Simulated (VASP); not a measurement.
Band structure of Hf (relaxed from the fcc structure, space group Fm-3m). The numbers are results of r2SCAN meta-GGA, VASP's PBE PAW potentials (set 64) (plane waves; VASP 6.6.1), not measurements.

Unless said otherwise, spin-orbit coupling is left out, though it shifts the bands of the heavy elements here.

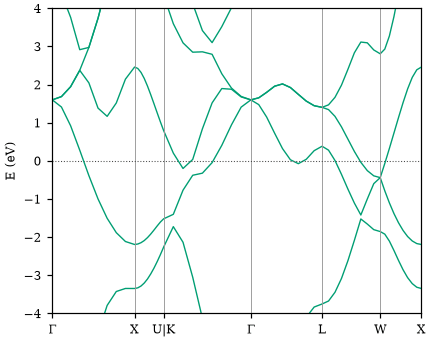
Figure: Bands along high-symmetry lines, zero at the valence-band maximum or, without a gap, the Fermi level

**Question.** Read the plot: is there a gap, and where are the band edges?

**Answer.** It has no gap at this level: it comes out as a metal or semimetal.

The structure was generated: Hf was put into the fcc type (Fm-3m), which need not be its known phase. It was relaxed first.
